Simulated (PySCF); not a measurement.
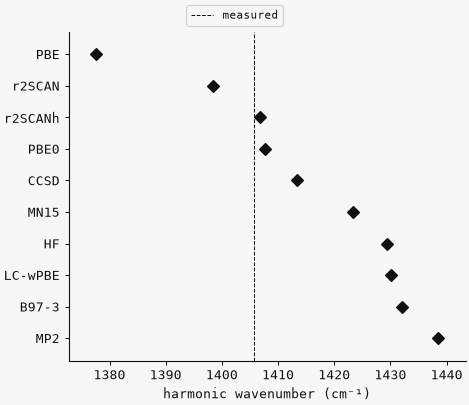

Harmonic wavenumber of LiH, singlet at several levels, def2-TZVPP (non-relativistic), PySCF, no spin-orbit coupling, from fits to the bond curves (references: RHF and UKS, as the method has it). The measured value is Huber and Herzberg's. Correlated wave-function values are in the same finite basis, not at its limit.

What range do the values span, the line included?

Answer. From 1378 cm⁻¹ (PBE) to 1439 cm⁻¹ (MP2).

Which level comes closest to the line (measured), and which misses most?

Answer. Closest r2SCANh (1407 cm⁻¹), against 1406 cm⁻¹; farthest MP2 (1439 cm⁻¹).
